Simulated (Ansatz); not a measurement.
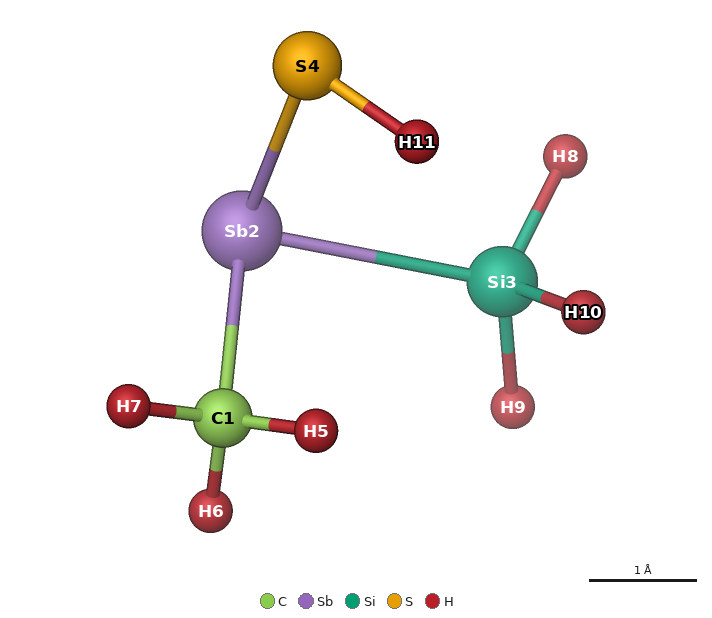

Orthographic view. Distant atoms are faded towards the background colour. The geometry was computed by an optimisation with PBE0-D4/def2-TZVP. No frequency run is at hand to confirm it as a minimum.

List the bonded neighbours of every atom.

C1: Sb2, H5, H6, H7
Sb2: C1, Si3, S4
Si3: Sb2, H8, H9, H10
S4: Sb2, H11
H5: C1
H6: C1
H7: C1
H8: Si3
H9: Si3
H10: Si3
H11: S4
